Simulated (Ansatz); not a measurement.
# HfN: pressure series

The parent structure is HfN in the rock salt structure (space group Fm-3m, No. 225; a = 4.5016 Å).

Cell and atoms are relaxed at each pressure.

The values are results of Kohn–Sham DFT with the PBEsol functional, run in Ansatz (an electronic-structure program) with PAW and 420 eV plane waves, spin-orbit coupling left out, not measurements.

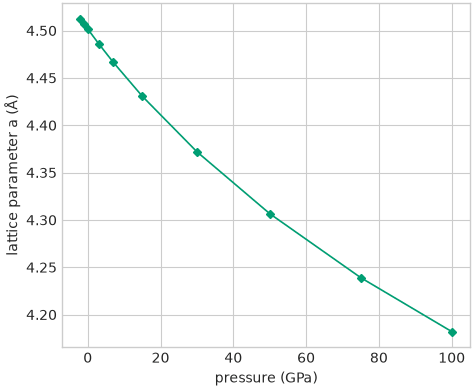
Fig. 1. Lattice parameter a against pressure

```csv
pressure (GPa),lattice parameter a
-2,4.512 Å
-1,4.507 Å
3,4.486 Å
7,4.467 Å
15,4.431 Å
30,4.372 Å
50,4.307 Å
75,4.239 Å
100,4.182 Å
```

Load acts through the strain it causes; cell and atoms are relaxed under it. Whether these cells are dynamically stable was not tested. No other phases were tried under pressure. All final runs are without spin polarisation. An odd electron count without spin: HfN.
